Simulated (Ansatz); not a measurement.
# WCl4O (SMILES O=[W](Cl)(Cl)(Cl)Cl): levels of theory compared

We compute a comparison of 6 runs (HF/def2-SVP, B3LYP/def2-SVP, BHLYP/def2-SVP, BLYP/def2-SVP, PBE/def2-SVP, CCSD/def2-SVP) of WCl4O. 

The calculation is run with Ansatz 0.2.0.

## Step 1: Starting point

WCl4O: 6 atoms, total charge 0, spin state singlet. SMILES: `O=[W](Cl)(Cl)(Cl)Cl`. One bond was lengthened or shortened from a relaxed shape.

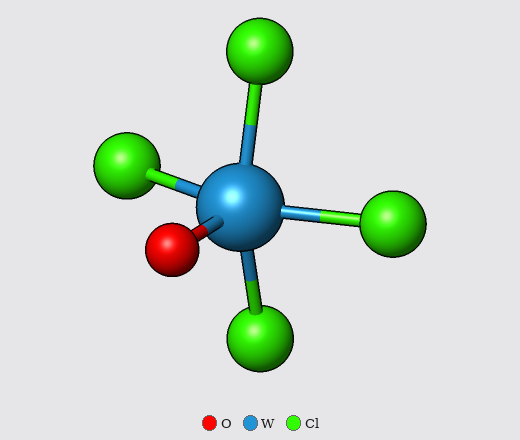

Viewed from a chosen angle; oxygen red, tungsten blue, chlorine green.

## Step 2: The energy at HF/def2-SVP (core potential) (run 1)

Input file run.yaml:

```yaml
crystal:
  periodic: [false, false, false]
  atoms:
    - {symbol: O, position_ang: [-0.011481, -1.995905, 0.213065]}
    - {symbol: W, position_ang: [-0.000510, -0.089070, 0.009510]}
    - {symbol: Cl, position_ang: [1.915280, 0.567920, 1.072290]}
    - {symbol: Cl, position_ang: [-1.910010, 0.350500, -1.170330]}
    - {symbol: Cl, position_ang: [1.129180, 0.249450, -1.950250]}
    - {symbol: Cl, position_ang: [-1.123900, 0.668360, 1.852270]}
basis:
  gaussian: {orbitals: def2-SVP}
hamiltonian: {xc: hf}
accuracy: high
output: {orbitals: {seedname: orbitals}}
```

Run with:

```bash
$ ansatz run run.yaml --threads 1 --pin off --max-ram 3480MiB --events-out events.jsonl --progress --plain --runs-dir runs
```

Log:

```text
Warning: RAYON_NUM_THREADS=1 ignored (pool sized by the plan → 1); use --threads N
Functional definition: HF
  name "HF"
  exchange = exact_x
  correlation = 0
2473 factors; integrals over basis functions are off by at most 7.1e-9 eV
mean field evaluation 1: about -53827.1003 eV, gradient 7.9e1 eV
mean field evaluation 2: about -53827.6229 eV, gradient 8.0e1 eV
mean field evaluation 4: about -53842.2203 eV, gradient 1.6e1 eV
mean field evaluation 8: about -53842.9932 eV, gradient 1.4e0 eV
mean field evaluation 16: about -53843.0099 eV, gradient 4.6e-5 eV
mean field evaluation 32: about -53825.6529 eV, gradient 6.8e1 eV
mean field evaluation 64: about -53725.9392 eV, gradient 2.4e2 eV
mean field -53843.00992223 eV, -1978.6941185389 hartree, gradient 3.6e-8 eV, S^2 0.000000; 0 other end points of the search recorded, 0 dependent functions left out
reference -53843.00992223 eV, -1978.6941185389 hartree; 45, 45 occupied and 73, 73 virtual orbitals, 2473 factors
Total energy: -53843.00992223 eV, -1978.6941185389 hartree
```

Run time: 8.4 s. Hardware: 1 thread of Arm Neoverse V2, shared host; peak memory 0.54 GiB.

## Step 3: A single-point energy at B3LYP/def2-SVP (core potential) (run 2)

Input file run.yaml:

```yaml
crystal:
  periodic: [false, false, false]
  atoms:
    - symbol: O
      position_ang: [-0.011481, -1.995905, 0.213065]
    - symbol: W
      position_ang: [-0.000510, -0.089070, 0.009510]
    - symbol: Cl
      position_ang: [1.915280, 0.567920, 1.072290]
    - symbol: Cl
      position_ang: [-1.910010, 0.350500, -1.170330]
    - symbol: Cl
      position_ang: [1.129180, 0.249450, -1.950250]
    - symbol: Cl
      position_ang: [-1.123900, 0.668360, 1.852270]
basis:
  gaussian: {orbitals: def2-SVP}
hamiltonian: {xc: {name: B3LYP}}
accuracy: high
output: {orbitals: {seedname: orbitals}}
```

Run with:

```bash
$ ansatz run run.yaml --threads 1 --pin off --max-ram 3480MiB --events-out events.jsonl --progress --plain --runs-dir runs
```

Log:

```text
Warning: RAYON_NUM_THREADS=1 ignored (pool sized by the plan → 1); use --threads N
Functional definition: B3LYP
  name "B3LYP"
  parameter a0 = 0.2
  parameter ax = 0.72
  parameter ac = 0.81
  exchange = (1 - a0 - ax)*slater_x + ax*b88_x + a0*exact_x
  correlation = (1 - ac)*vwn_rpa_c + ac*lyp_c
2473 factors; integrals over basis functions are off by at most 7.1e-9 eV
mean field evaluation 1: about -53937.8393 eV, gradient 8.2e1 eV
mean field evaluation 2: about -53639.5323 eV, gradient 2.9e2 eV
mean field evaluation 4: about -53944.3844 eV, gradient 6.4e1 eV
mean field evaluation 8: about -53953.0800 eV, gradient 9.4e-1 eV
mean field evaluation 16: about -53953.2564 eV, gradient 4.7e-3 eV
mean field -53953.25644977 eV, -1982.7456036984 hartree, gradient 4.0e-8 eV, S^2 0.000000; 0 other end points of the search recorded, 0 dependent functions left out
reference -53953.25649532 eV, -1982.7456053721 hartree; 45, 45 occupied and 73, 73 virtual orbitals, 2473 factors
Total energy: -53953.25649532 eV, -1982.7456053721 hartree
```

Run time: 20 s. Hardware: 1 thread of Arm Neoverse V2, shared host; peak memory 0.57 GiB.

## Step 4: A single-point energy at BHLYP/def2-SVP (core potential) (run 3)

Input file molecule.yaml:

```yaml
crystal:
  periodic: [false, false, false]
  atoms:
    - symbol: O
      position_ang: [-0.011481, -1.995905, 0.213065]
    - symbol: W
      position_ang: [-0.000510, -0.089070, 0.009510]
    - symbol: Cl
      position_ang: [1.915280, 0.567920, 1.072290]
    - symbol: Cl
      position_ang: [-1.910010, 0.350500, -1.170330]
    - symbol: Cl
      position_ang: [1.129180, 0.249450, -1.950250]
    - symbol: Cl
      position_ang: [-1.123900, 0.668360, 1.852270]
basis:
  gaussian:
    orbitals: def2-SVP
hamiltonian:
  xc: {name: BHLYP}
accuracy: high
output: {orbitals: {seedname: orbitals}}
```

Run with:

```bash
$ ansatz run molecule.yaml --threads 1 --pin off --max-ram 3480MiB --events-out events.jsonl --progress --plain --runs-dir runs
```

Log:

```text
Warning: RAYON_NUM_THREADS=1 ignored (pool sized by the plan → 1); use --threads N
Functional definition: BHLYP
  name "BHLYP"
  parameter a = 0.5
  exchange = (1 - a)*b88_x + a*exact_x
  correlation = lyp_c
2473 factors; integrals over basis functions are off by at most 7.1e-9 eV
mean field evaluation 1: about -53929.3841 eV, gradient 8.1e1 eV
mean field evaluation 2: about -53712.9584 eV, gradient 2.7e2 eV
mean field evaluation 4: about -53942.7521 eV, gradient 3.0e1 eV
mean field evaluation 8: about -53945.2673 eV, gradient 1.9e0 eV
mean field evaluation 16: about -53945.2792 eV, gradient 1.3e-3 eV
mean field -53945.27918214 eV, -1982.4524445200 hartree, gradient 2.7e-8 eV, S^2 0.000000; 0 other end points of the search recorded, 0 dependent functions left out
reference -53945.27921343 eV, -1982.4524456700 hartree; 45, 45 occupied and 73, 73 virtual orbitals, 2473 factors
Total energy: -53945.27921343 eV, -1982.4524456700 hartree
```

Wall time 23 s (1 thread of Arm Neoverse V2, shared host); peak memory 0.57 GiB.

Runs 4 to 5 aren't shown in full; the table further down has their settings and results.

## Step 5: The energy at CCSD/def2-SVP (core potential) (run 6)

Input file input.yaml:

```yaml
crystal:
  periodic: [false, false, false]
  atoms:
    - {symbol: O, position_ang: [-0.011481, -1.995905, 0.213065]}
    - {symbol: W, position_ang: [-0.000510, -0.089070, 0.009510]}
    - {symbol: Cl, position_ang: [1.915280, 0.567920, 1.072290]}
    - {symbol: Cl, position_ang: [-1.910010, 0.350500, -1.170330]}
    - {symbol: Cl, position_ang: [1.129180, 0.249450, -1.950250]}
    - {symbol: Cl, position_ang: [-1.123900, 0.668360, 1.852270]}
basis:
  gaussian:
    orbitals: def2-SVP
total_charge: 0
correlation:
  method: ccsd
  frozen_orbitals: {Cl: 5, O: 1, W: 0}
accuracy: high
scf:
  omitted_lower_state_checks: [cluster_reference, increment]
```

Run with:

```bash
$ ansatz run input.yaml --threads 1 --pin off --max-ram 3480MiB --events-out events.jsonl --progress --plain --runs-dir runs
```

Log:

```text
Warning: RAYON_NUM_THREADS=1 ignored (pool sized by the plan → 1); use --threads N
[... 13 lines left out ...]
21 core orbitals not correlated: weight in the atoms' cores, before any rotation towards them, 1.000 or more for the frozen orbitals, at most 0.000 for the correlated occupied ones
[... 27 lines left out ...]
Total energy: -53873.56498623 eV, -1979.8169964300 hartree
Checks for a lower state left out: cluster_reference, increment
```

Wall time 76 s (1 thread of Arm Neoverse V2, shared host); peak memory 1 GiB.

## Step 6: All runs side by side

```
run                            level  frozen core orbitals   energy (Eh)  HOMO energy (eV)  LUMO energy (eV)  HOMO–LUMO gap (eV)  wall time
  1     HF/def2-SVP (core potential)                     –  -1978.694119            -12.51             -2.24               10.27      8.4 s
  2  B3LYP/def2-SVP (core potential)                     –  -1982.745605             -8.82             -5.24                3.58       20 s
  3  BHLYP/def2-SVP (core potential)                     –  -1982.452446            -10.39             -4.47                5.93       23 s
  4   BLYP/def2-SVP (core potential)                     –  -1982.667974             -7.49             -5.38                2.11       16 s
  5    PBE/def2-SVP (core potential)                     –  -1981.920500             -7.75             -5.62                2.14       16 s
  6   CCSD/def2-SVP (core potential)                    21  -1979.816996                 –                 –                   –       76 s
```

## Step 7: Summary of results

```
                                           quantity           value
                                run 6: total energy  -1979.81700 Eh
run 6: correlation energy (21 core orbitals frozen)     -1122.9 mEh
                               run 6: T1 diagnostic           0.027
```

What this shows: Over runs 1, 2, 3, 4, 5 the HOMO–LUMO gap runs from 2.11 eV (BLYP/def2-SVP) to 10.27 eV (HF/def2-SVP). Exact exchange widens orbital gaps. Totals of different functionals can't be ranked against each other. In run 6 the log says that unrestricted orbitals would lower the reference, so the values rest on an unstable closed-shell determinant (other closed-shell runs at this shape may share the fault). All runs together took 2.7 min, the longest 76 s.
